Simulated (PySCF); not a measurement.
# SVWN5/STO-3G run of NBrO (nitrosyl bromide)

Aim: the vertical ionisation energy of NBrO (nitrosyl bromide) at SVWN5/STO-3G, from 2 runs. Input form: a Python script.

The calculation is run with PySCF 2.14.0.

6 further runs of the same task are left out: 6 set aside as unsound or not needed.

## (1) Starting point

NBrO has 3 atoms, charge 0, and is taken as a singlet. SMILES: `O=NBr`. The shape is that of a PBE0-D4/def2-TZVP optimisation.

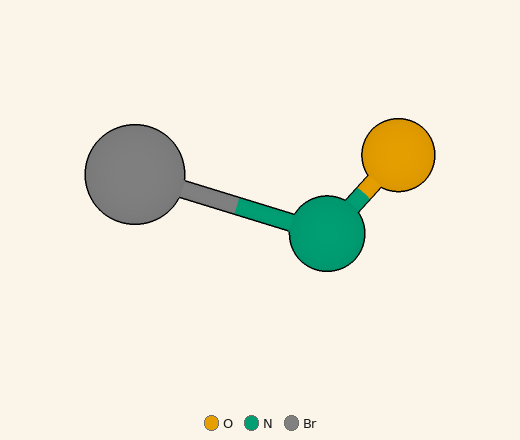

Viewed from a chosen angle; oxygen amber, nitrogen teal, bromine grey.

## (2) The energy at SVWN5/STO-3G

File input.py:

```python
# nitrosyl bromide
from pyscf import gto, dft

system = gto.M(
    atom='''
O      0.941780    -0.646800     0.448530
N     -0.044940    -0.636480    -0.092930
Br    -0.896840     1.283280    -0.355590
''',
    basis='sto-3g',
    spin=0,
    max_memory=1860,
    verbose=3,
)

ks = dft.RKS(system)
ks.xc = 'svwn'
ks.grids.level = 5
ks.conv_tol = 1e-10
ks.kernel()
if not ks.converged:
    ks = ks.newton().run(ks.mo_coeff, ks.mo_occ)

energy = ks.e_tot
print('Final energy', energy)
```

Started as:

```bash
$ OMP_NUM_THREADS=1 python input.py
```

The program printed:

```text
converged SCF energy = -2669.399269679
Final energy -2669.399269678997
```

Wall time 1.9 s (1 thread of Arm Neoverse V2, shared host); peak memory 0.15 GiB.

## (3) The doublet cation

File job.py:

```python
from pyscf import gto, dft

system = gto.M(
    atom='''
O    0.941780  -0.646800   0.448530
N   -0.044940  -0.636480  -0.092930
Br  -0.896840   1.283280  -0.355590
''',
    basis='sto-3g',
    spin=1,
    max_memory=1860,
    charge=1,
    verbose=4,
)

ks = dft.UKS(system, xc='svwn')
ks.conv_tol = 1e-10
ks.grids.level = 5
ks.kernel()
if not ks.converged:
    ks = ks.newton().run(ks.mo_coeff, ks.mo_occ)

energy = ks.e_tot
print('E(%s) = %.9f' % ('SVWN5', energy))
```

Started as:

```bash
$ OMP_NUM_THREADS=1 python job.py
```

The program printed:

```text
PySCF version 2.14.0

[INPUT] num. atoms = 3
[INPUT] num. electrons = 49
[INPUT] charge = 1
[INPUT] spin (= nelec alpha-beta = 2S) = 1
[INPUT] symmetry False subgroup None
[INPUT] Mole.unit = angstrom
[INPUT] Symbol           X                Y                Z      unit          X                Y                Z       unit  Magmom
[INPUT]  1 O      0.941780000000  -0.646800000000   0.448530000000 AA    1.779706269593  -1.222274857369   0.847598858651 Bohr   0.0
[INPUT]  2 N     -0.044940000000  -0.636480000000  -0.092930000000 AA   -0.084924292038  -1.202772883763  -0.175612248756 Bohr   0.0
[INPUT]  3 Br    -0.896840000000   1.283280000000  -0.355590000000 AA   -1.694781977555   2.425047741132  -0.671967712634 Bohr   0.0

nuclear repulsion = 140.795785586863
number of shells = 14
number of NR pGTOs = 84
number of NR cGTOs = 28
basis = sto-3g
ecp = {}

[... 101 lines left out ...]
SCF not converged.
SCF energy = -2669.09349469037 after 50 cycles  <S^2> = 0.75185971  2S+1 = 2.0018588
[... 58 lines left out ...]
converged SCF energy = -2669.09349469609  <S^2> = 0.75185954  2S+1 = 2.0018587
E(SVWN5) = -2669.093494696
```

Run time: 4.5 s. Hardware: 1 thread of Arm Neoverse V2, shared host; peak memory 0.17 GiB.

## (4) Results

At SVWN5/STO-3G:

| quantity | value |
| --- | --- |
| singlet NBrO: total energy | -2669.39927 Eh |
| singlet NBrO: dipole moment | 1.40 D |
| singlet NBrO: HOMO energy | -3.48 eV |
| singlet NBrO: LUMO energy | -1.76 eV |
| singlet NBrO: HOMO–LUMO gap | 1.72 eV |
| doublet cation: total energy | -2669.09349 Eh |
| doublet cation: HOMO energy (highest over α and β) | -13.28 eV |
| doublet cation: LUMO energy (lowest over α and β) | -13.07 eV |
| doublet cation: ⟨S²⟩ | 0.752 |
| vertical ionisation energy (to the doublet cation) | 8.321 eV |

Removing an electron at fixed nuclei costs 8.32 eV (803 kJ/mol). The negative HOMO energy of the first species, 3.48 eV, lies 4.84 eV below that difference. In a minimal basis such a difference can be off by several eV, whatever the method. Mulliken charges (singlet NBrO) run from -0.08 on Br3 to +0.06 on N2; they depend strongly on the basis.
